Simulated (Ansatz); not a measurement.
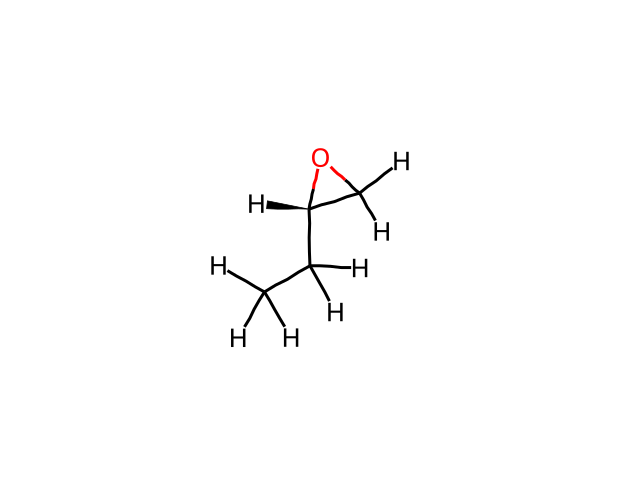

Skeletal drawing of a molecule.

> Write the SMILES.

CC[C@H]1CO1

> Give the formula, hydrogens included.

C4H8O.

> An optimisation with PBE0-D4/def2-TZVP gave a structure of which point group?

C1.

The parts below concern this one geometry. Atoms keep their numbers from picture to picture. Computed geometry: PBE0-D4/def2-TZVP optimisation.

### Thermal motion

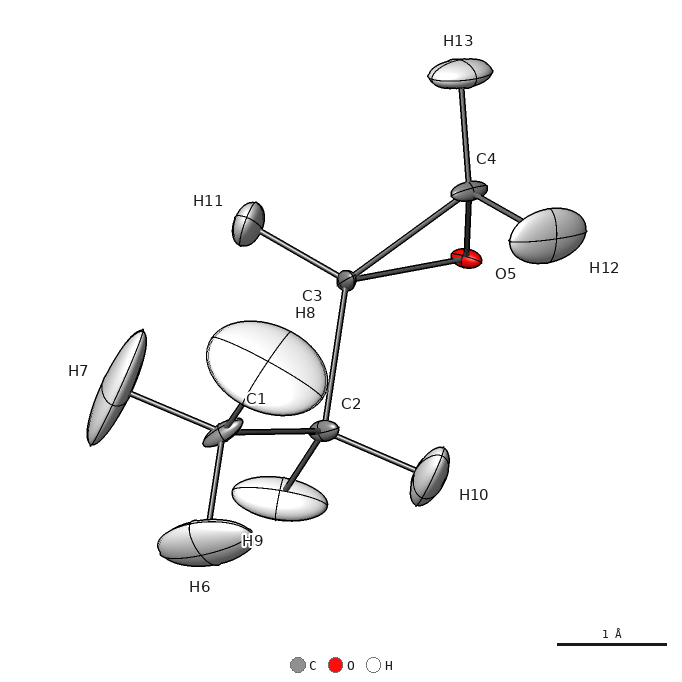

Displacement ellipsoids at the 50 % level, from the internal vibrations of the free molecule (harmonic, no overall translation or rotation; no half-axis is drawn under 0.075 Å). Vibrations computed with RKS PBE0-D4/def2-TZVP (Ansatz 0.2.0). Temperature: 600 K.

Give the displacement parameters, one line for each set of equivalent atoms.

```
atom  U_eq (Å²)   rms amplitudes (Å)
  C1     0.0089  0.037, 0.065, 0.145
  C2     0.0074  0.041, 0.064, 0.128
  C3     0.0064  0.037, 0.061, 0.118
  C4     0.0072  0.033, 0.060, 0.130
  O5     0.0054  0.035, 0.058, 0.108
  H6     0.0531  0.099, 0.174, 0.345
  H7     0.0765  0.091, 0.216, 0.418
  H8     0.0784  0.089, 0.287, 0.381
  H9     0.0374  0.095, 0.144, 0.287
 H10     0.0408  0.093, 0.152, 0.301
 H11     0.0321  0.087, 0.137, 0.265
 H12     0.0401  0.081, 0.167, 0.293
 H13     0.0256  0.085, 0.157, 0.212
```

### Vibrations

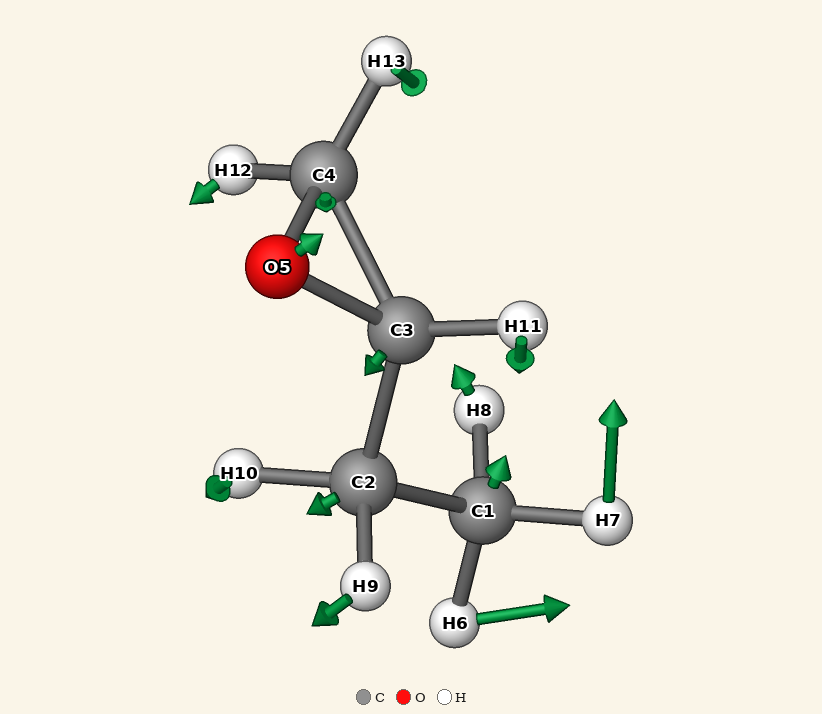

The arrows show one normal mode. Harmonic vibrations computed with RKS PBE0-D4/def2-TZVP (Ansatz 0.2.0) at a stationary point of the same level.

> Estimate its harmonic wavenumber.

242 cm⁻¹; it is mode 3 of 33 counted from the lowest.

### Electronic properties

Properties computed with RKS r2SCANh-D4/def2-TZVPP (Ansatz 0.2.0).

Predict the main results.

- HOMO energy (Kohn–Sham orbital): −7.05 eV
- LUMO energy (Kohn–Sham orbital): 1.47 eV
- HOMO–LUMO gap: 8.52 eV
- dispersion correction: −5.6 kJ/mol

### Charges

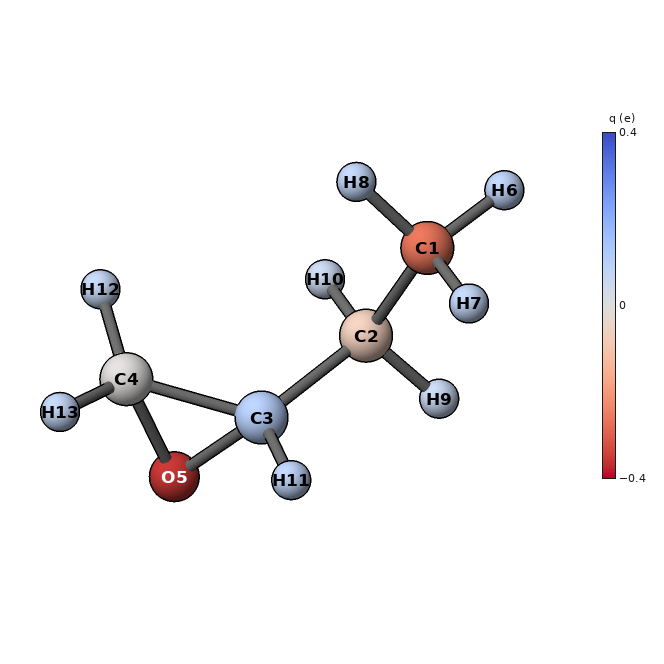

Atoms are coloured by their Mulliken charges. Properties computed with RKS B3LYP-D4/def2-TZVPP (Ansatz 0.2.0).

> Which atom carries the highest charge (most positive or least negative)?

C3 (0.10 e).

> And the lowest?

O5 (−0.36 e).

List the Mulliken charges.

| atom | value (e) |
| --- | --- |
| C1 | −0.26 |
| C2 | −0.07 |
| C3 | 0.10 |
| C4 | 0.00 |
| O5 | −0.36 |
| H6 | 0.09 |
| H7 | 0.08 |
| H8 | 0.08 |
| H9 | 0.06 |
| H10 | 0.05 |
| H11 | 0.08 |
| H12 | 0.07 |
| H13 | 0.08 |

Mulliken values depend strongly on the basis set and can even reverse the polarity of a bond.
